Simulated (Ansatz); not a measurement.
H10OSi4···PH3

Input file:

```
crystal:
  periodic: [false, false, false]
  atoms:
    - { symbol: Si, position_ang: [0.0, 0.0, 0.0] }
    - { symbol: O, position_ang: [0.0, 0.0, 2.03] }
    - { symbol: H, position_ang: [-0.9095, -0.2814, 2.3671] }
    - { symbol: Si, position_ang: [2.0935, 0.0, -0.7393] }
    - { symbol: H, position_ang: [2.5508, -1.3762, -0.9079] }
    - { symbol: H, position_ang: [2.1573, 0.6939, -2.0222] }
    - { symbol: H, position_ang: [2.951, 0.6823, 0.2255] }
    - { symbol: Si, position_ang: [-1.0456, 1.8115, -0.7393] }
    - { symbol: H, position_ang: [-2.4302, 1.478, -1.0607] }
    - { symbol: H, position_ang: [-1.0215, 2.8436, 0.2931] }
    - { symbol: H, position_ang: [-0.3743, 2.3069, -1.9374] }
    - { symbol: Si, position_ang: [-1.0456, -1.8115, -0.7393] }
    - { symbol: H, position_ang: [-1.7029, -2.4846, 0.3772] }
    - { symbol: H, position_ang: [-2.0454, -1.4265, -1.7311] }
    - { symbol: H, position_ang: [-0.0777, -2.7173, -1.3511] }
    - { symbol: P, position_ang: [0.9228, -2.165, 0.782] }
    - { symbol: H, position_ang: [0.0303, -3.2136, 0.4353] }
    - { symbol: H, position_ang: [2.1821, -2.3934, 0.1669] }
    - { symbol: H, position_ang: [0.4794, -1.1248, 1.8891] }
basis:
  gaussian: { orbitals: "6-31G*" }
hamiltonian:
  xc: pbe0
  dispersion: d4
relax:
  f_tol: 0.15
  max_steps: 25
  restrain:
    - { distance: [0, 15], at: 3.38, k: 30.0 }
    - { distance: [18, 1], at: 2.21, k: 30.0 }
    - { distance: [0, 1], at: 1.68, k: 30.0 }
    - { distance: [18, 15], at: 1.42, k: 30.0 }
output:
  orbitals: {}
```

Command:

```sh
ansatz run input.yaml --threads 4 --pin off --max-ram 5120MiB --backend cpu --events-out ev --progress --plain --runs-dir out
```

The fields are those of the run's last geometry, not of the input's.

Not at a stationary point (largest force 0.8 eV/Å).

Computed with RKS PBE0-D4/6-31G* (Ansatz).

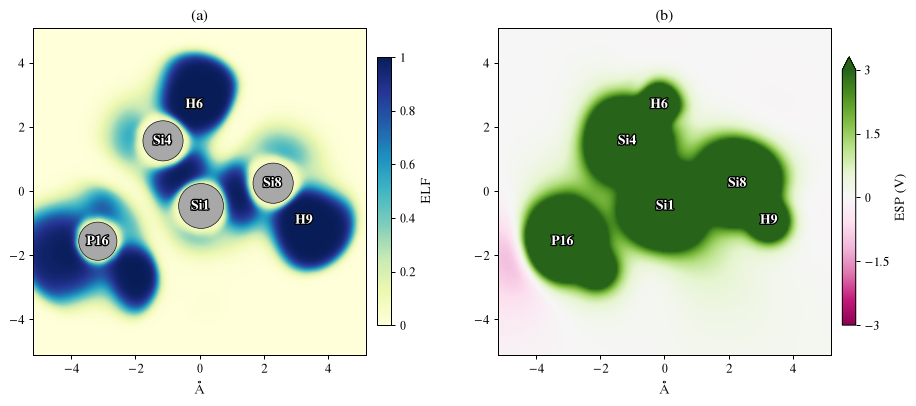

Figure 1. (a) electron localisation function; (b) electrostatic potential on the plane of atoms Si1, Si8 and H9. Grey discs cover the atomic cores in the ELF map.

**What do the fields say about this system?**

- The plane passes through Si, H and P nuclei.
- Si–Si (2.35 Å): the ELF peaks at about 1 between the atoms (a covalent bond).
- Si–H (1.49 Å): the ELF climbs to about 1 towards the hydrogen, as it does in any bond to H.
- The ELF also peaks beside P16, away from the bonds: lone-pair regions.
- Outside the dense part of the complex the potential is most negative (−1.0 V) near P16.

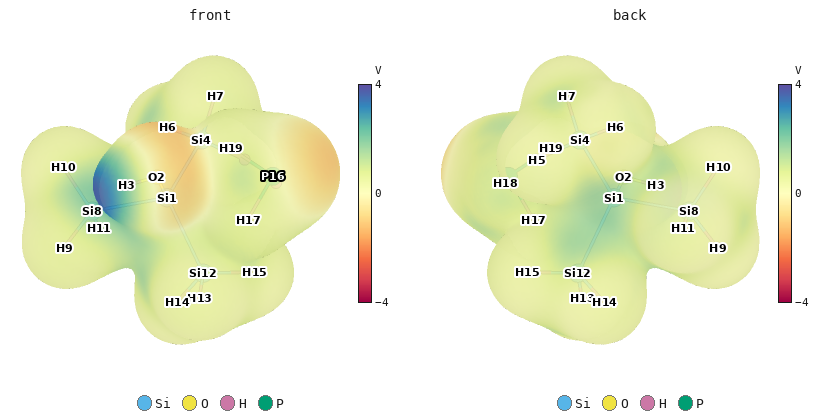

Figure 2. The molecular electrostatic potential painted on the density surface at 0.004 e/bohr³, seen from the front and from behind; the colour scale runs from red (negative) to blue (positive).

**Which sites attract a positive test charge, and which a negative one?**

A positive charge is drawn to the negative regions and a negative charge to the positive ones. The most negative region (about −1.1 V) lies over O2 and P16, the most positive (about +3.5 V) over H3.

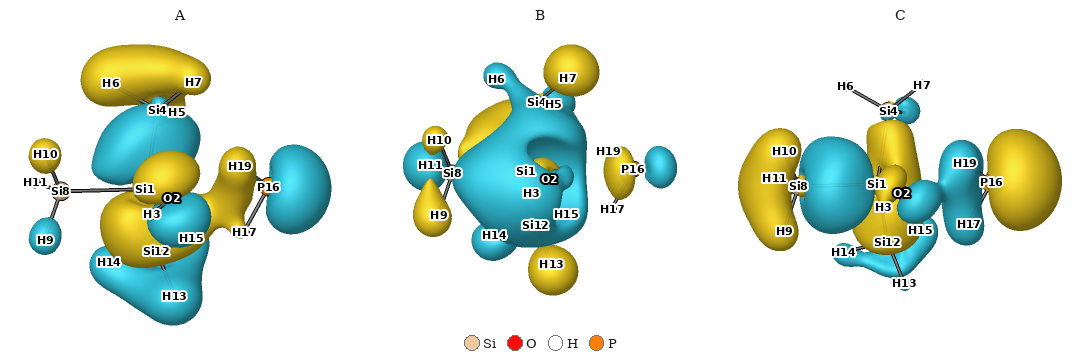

Figure 3. Three frontier orbitals at ±0.06 Å⁻³ᐟ² (yellow and cyan are the two phases), in no order.

**Which picture is the HOMO−1, the HOMO and the LUMO?**

A is the HOMO−1 (−7.61 eV). It lies mainly on Si1 (about 20 %), Si4 (about 20 %), Si12 (about 15 %), O2 (about 15 %) and P16 (about 10 %). C is the HOMO (−7.27 eV). By Hirshfeld shares it lies mainly on P16 (about 30 %), Si8 (about 20 %), Si1 (about 20 %) and Si12 (about 10 %). B is the LUMO (−0.93 eV). By Hirshfeld shares it lies mainly on Si1 (about 30 %), Si4 (about 15 %), Si12 (about 10 %), Si8 (about 10 %) and O2 (about 10 %).

**What is the HOMO–LUMO gap?**

6.34 eV between the orbital energies.

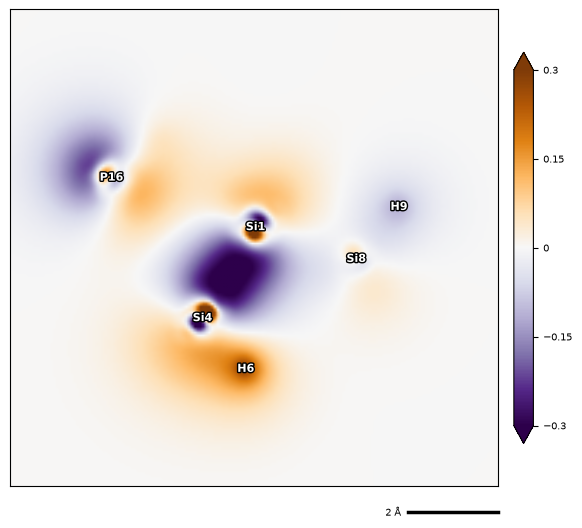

Figure 4. The HOMO−1 on the plane of atoms Si4, Si1 and Si8 (values in Å⁻³ᐟ²; the overall sign is arbitrary).

**Describe this orbital and give its energy.**

Its weight (Hirshfeld) is mainly on Si1 (about 20 %), Si4 (about 20 %), Si12 (about 15 %), O2 (about 15 %) and P16 (about 10 %). Its energy is −7.61 eV.
